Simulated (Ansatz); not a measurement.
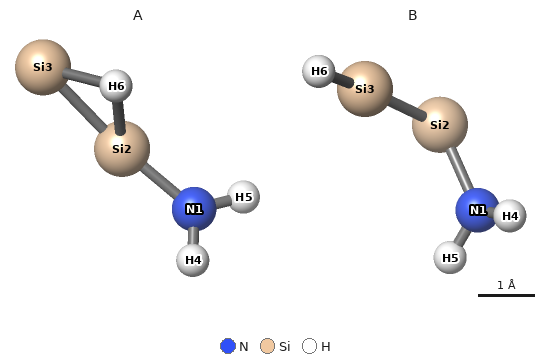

Two geometries of Si2NH3, drawn at one scale. One is the start of a relaxation, the other its converged end. Style: ball-and-stick. Shown from a free direction.

These are results of Ansatz 0.2.0, RKS B3LYP-D4/def2-SVP, not measurements. Set-up: no spin polarisation; force threshold 0.02 eV/Å; at most 50 steps.

**Which of the two is the end point?**

Structure A is the relaxed one. The run prepares an end point of a later path (hydrogen shift) calculation, from a guessed geometry. The largest move after the best rigid fit is that of H5, 1.65 Å. Largest moves by element: H 1.65 Å, Si 1.19 Å, N 0.29 Å. Near-neighbour distances that change, for instance: Si2–H6 3.679 → 1.824 Å, Si3–H6 1.506 → 1.635 Å, Si2–Si3 2.181 → 2.123 Å, N1–Si2 1.756 → 1.705 Å. Bond angles that change, for instance: Si2–Si3–H6 172.3° → 56.3°, N1–Si2–Si3 108.4° → 167.0°, H4–N1–H5 110.0° → 112.9°. Over 29 accepted moves (30 points after the start) the energy falls by 1.519 eV. Largest force component: 1.7 eV/Å at the start, 0.007 eV/Å at the end. The line search rejected the trial step at point 9 of the run.
